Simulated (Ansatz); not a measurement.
Formation energy of the bound charge states of Ti_Al in corundum (start: the Al site; 120-site cell, 2×2×2 Γ-centred sampling) against the Fermi level, Al-rich (Δμ(Al) = 0.00 eV, Δμ(Ti) = -1.58 eV, bounded by TiAl3 (I4/mmm); only phases computed here count, gases as isolated molecules at 0 K). Computed with PBE, PAW (plane waves to 420 eV; Ansatz, a quantum-chemistry and plane-wave program).

Set-up: 120-site cell; 2×2×2 Γ-centred k-points; host gap 5.85 eV; charged states image-corrected; no Hubbard U; finite-size errors of tenths of an eV; flagged in the runs: a doubtful potential alignment, a host whose relaxation on this sampling wasn't shown to rest.

Left out: charge +2 (carrier in host band states).

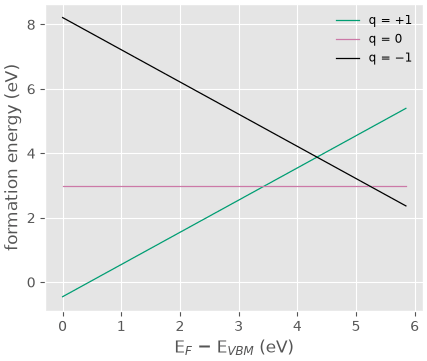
*Formation energy of each charge state against the Fermi level*

Crossings of the lowest lines: (+1/0) at 3.45 eV; (0/−1) at 5.22 eV. At the valence-band maximum: q = +1: -0.45 eV; q = 0: 3.00 eV; q = −1: 8.21 eV.
